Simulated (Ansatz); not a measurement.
Band structure of Hf₃Pt (P6_3/mmc, 8 atoms in the cell).

```yaml
crystal:
  lattice:
    - [5.98855, 0.00000, 0.00000]
    - [-2.99428, 5.18624, 0.00000]
    - [0.00000, 0.00000, 5.13953]
  atoms:
    - { symbol: Hf, position: [0.34345, 0.17172, 0.75000] }
    - { symbol: Hf, position: [0.65655, 0.82827, 0.25000] }
    - { symbol: Hf, position: [0.17172, 0.34345, 0.25000] }
    - { symbol: Hf, position: [0.82827, 0.65655, 0.75000] }
    - { symbol: Hf, position: [0.82827, 0.17172, 0.75000] }
    - { symbol: Hf, position: [0.17172, 0.82827, 0.25000] }
    - { symbol: Pt, position: [0.66667, 0.33333, 0.25000] }
    - { symbol: Pt, position: [0.33333, 0.66667, 0.75000] }
```

Computed with PBEsol, PAW files made with PBE (plane waves; Ansatz, a program for electronic structure).

Settings: kpoints.mp_grid.grid = 4 4 4; hamiltonian.xc = pbesol; hamiltonian.pseudopotentials = {kind: paw} (the program's default PAW files); scf.occupations.method = gaussian; scf.occupations.width = 0.1 eV; kpoints.band_path.npoints = 8.

The starting cell comes from a database of computed structures (which also holds hypothetical and non-ambient phases and stackings), without a prior relaxation at this level. Spin-orbit coupling is off. Spin polarisation is off.

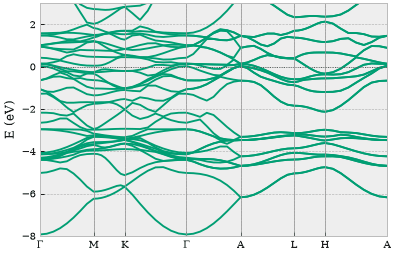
*Bands along the path, energies from the Fermi level.*

Levels in eV from the Fermi level, bands 93 to 100:
```
point     93     94     95     96     97     98    99   100
-----  -----  -----  -----  -----  -----  -----  ----  ----
Γ      -0.65   0.03   0.13   0.13   0.15   0.42  0.95  0.95
M      -0.64  -0.34  -0.27  -0.27   0.04   0.46  0.77  1.18
K      -1.03  -1.03  -0.20  -0.20   0.45   0.56  0.56  0.83
A       0.03   0.03   0.13   0.13   0.13   0.13  0.89  0.89
L      -0.74  -0.74  -0.60  -0.60   0.39   0.39  0.39  0.39
H      -0.56  -0.56  -0.36  -0.36  -0.33  -0.33  0.67  0.67
```

Bands cross the Fermi level along this path, so the cell is metallic at this level.

Keys are those of Ansatz 0.2.
